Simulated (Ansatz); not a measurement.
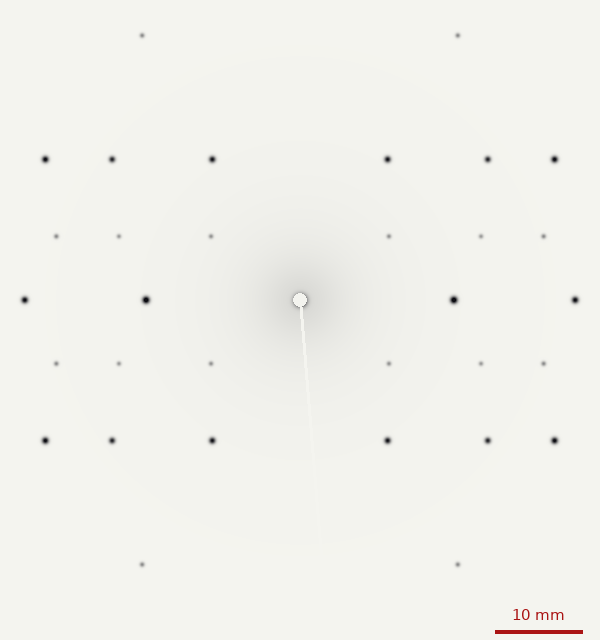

Simulated X-ray rotation photograph: Cu Kα radiation (λ = 1.5418 Å), cylindrical film of radius 30.0 mm unrolled, rotation axis vertical and normal to the beam, kinematic intensities without Lorentz or polarisation factors, the film spanning ±63° about the beam; spots down to d = 1.53 Å.

> What lattice repeat along the rotation axis do the layer lines give?

The first layer line lies 7.3 mm from the equator, so tan ν = 0.244, sin ν = 0.237 and the period is λ/sin ν = 6.50 Å. Further lines follow at 16.2, 30.4 mm.

The crystal is HgSb, space group Pm-3m (No. 221), a = 3.750 Å. Structure: the geometry relaxed with Ansatz, DFT PBE, scalar-relativistic, plane waves, PAW; the starting structure was generated, so it need not be a known form of this composition.

> About which axis was it rotated?

About [111] (or an equivalent direction), whose length in the conventional cell is 6.495 Å.
